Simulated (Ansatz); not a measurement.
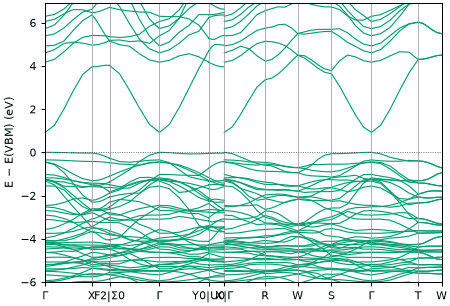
Fig. 1. Band structure from DFT-PBEsol in the program Ansatz with PAW potentials

Q: Read off the gap and where the band edges lie.

A: About 0.9 eV (0.92 eV by a search for the band edges); maximum at Γ, minimum at Γ.

The material is Zn$_{2}$SnO$_{4}$ in space group Imma (No. 74; Pearson symbol oI28).

The workflow started from a Materials Project entry (that database holds measured and hypothetical structures alike); the Crystallography Open Database copy checked does not list it. Whether it is the stable phase at ambient conditions was not checked. The PBEsol relaxation kept the symmetry of its start; whether a distortion lowers the energy is not shown. Scalar-relativistic: spin–orbit coupling is off unless named, which matters more the heavier the elements.

Potentials: the later of the program's two PAW sets.
